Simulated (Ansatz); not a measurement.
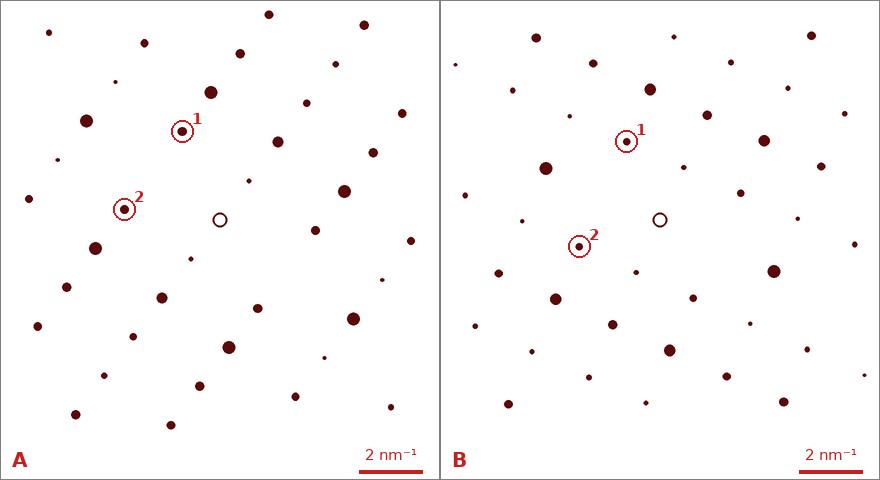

Kinematic electron diffraction patterns (300 kV, B = 0.5 Å², same scale) along [100] of the run's own cell, for the start and the end of one relaxation of Sb3O with Ansatz 0.2.0, DFT PBE, scalar-relativistic, plane waves, PAW. k mesh 6×6×8. The start is a generated model structure, and the relaxation ends in the nearest stationary point of its symmetry, not necessarily the ground state. Spot 1 is 0 -1 -1 and spot 2 is 0 1 -1 in both.

Start structure:

```
Sb O
1.0
     6.28976    0.00000    0.00000
    -3.14488    5.44709    0.00000
     0.00000    0.00000    5.01401
Sb O
6 2
Cartesian
  3.1449 3.5537 1.2535
  -1.5052 4.5004 3.7605
  1.6397 0.9467 1.2535
  0.0000 1.8934 3.7605
  4.6501 0.9467 1.2535
  1.5052 4.5004 3.7605
  0.0000 3.6314 1.2535
  3.1449 1.8157 3.7605
```

Which pattern belongs to the start structure, and which to the relaxed one?

B is the start: its cell gives d(1) = 3.689 Å, d(2) = 3.689 Å and an angle of 85.3°. A is the relaxed structure, with d(1) = 3.262 Å (-11.6 %), d(2) = 3.262 Å (-11.6 %) and 60.6°.

Name reflections whose intensity changes strongly on relaxation.

0 3 1 goes from 1.3 to 28 % of the strongest spot; 0 3 0 goes from 3 to 11 % of the strongest spot; 0 1 1 goes from 9.8 to 25 % of the strongest spot.

What did the relaxation do to the structure and the energy?

The volume changed by +6.1 % to 22.78 Å³ an atom; with the mean shift removed, the atoms moved by up to 0.24 Å relative to the cell (Sb most); the space group stayed P6_3/mmc (No. 194); the free energy fell by 270 meV an atom. Relaxed cell: a = 7.464 Å, b = 7.464 Å, c = 3.778 Å, α = 90.00°, β = 90.00°, γ = 120.00°.
